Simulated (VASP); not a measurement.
Band structure of ZnF$_{2}$ (rutile). All values below come from PW91 GGA, VASP's PBE PAW potentials (set 64) (plane waves; VASP).

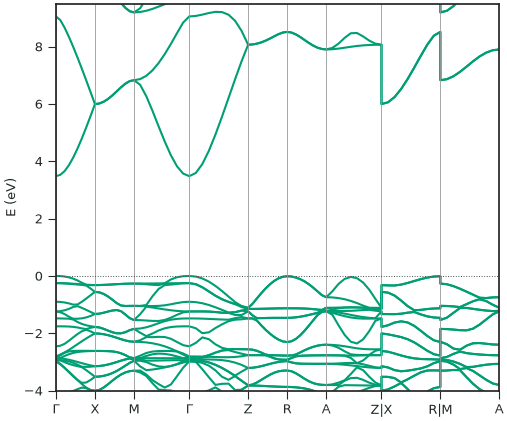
Bands along high-symmetry lines, zero at the valence-band maximum or, without a gap, the Fermi level

Read the plot: is there a gap, and where are the band edges?

The gap is direct, 3.48 eV, from the valence maximum at Γ to the conduction minimum at Γ. (Edges off the drawn lines would not show.)

Measured: gap 7.50 eV (computed value off by -4.02 eV), as given by Dominik Kurzydłowski et al., Inorganic Chemistry (2020), arXiv:1912.01850 [midpoint of the printed range].

The compound is ZnF2 in the rutile structure. It was relaxed first, which changed the volume by +6 %.
